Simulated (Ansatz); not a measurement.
| atom | x (Å) | y (Å) | z (Å) |
| --- | --- | --- | --- |
| C | -0.7299 | 1.0713 | -0.4213 |
| Al | 0.5775 | -0.3295 | -0.0473 |
| S | 0.0055 | -1.9235 | 1.3543 |
| H | -0.3534 | 2.0539 | -0.0845 |
| H | -1.6979 | 0.8949 | 0.0747 |
| H | -0.9138 | 1.1616 | -1.5060 |
| H | 2.0229 | -0.3971 | -0.6905 |
| H | 1.1812 | -2.5887 | 1.2649 |

The calculation used RKS B3LYP-D4/def2-SVP in Ansatz.

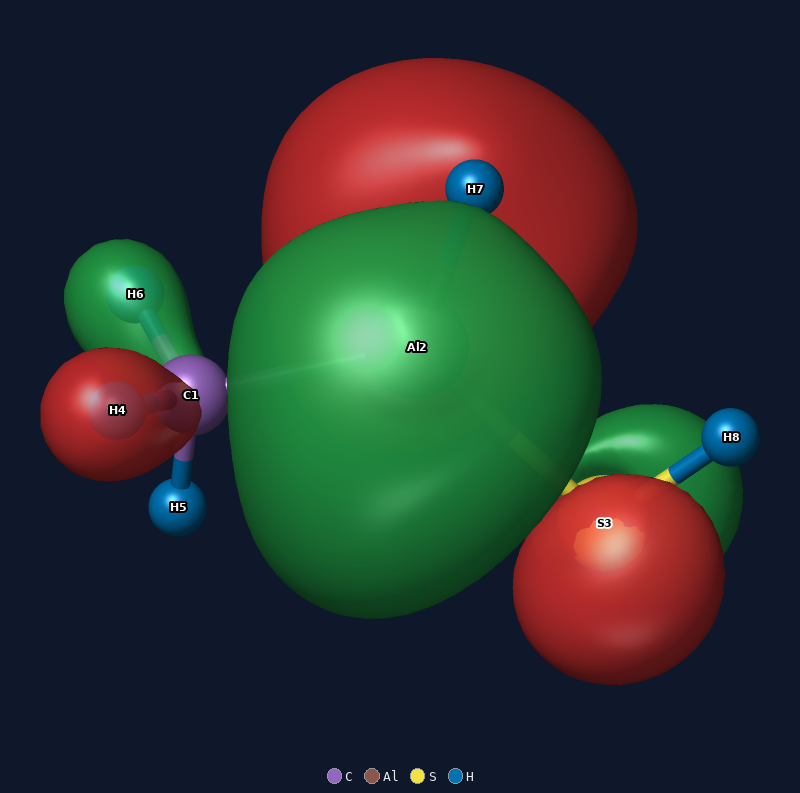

CH5AlS. The LUMO at ±0.08 Å⁻³ᐟ² (green and red are the two phases), seen at a tilt.

Question: What is the character of this orbital?

Answer: By Hirshfeld shares it lies mainly on Al2 (about 70 %) and S3 (about 15 %). Its energy is −1.03 eV.
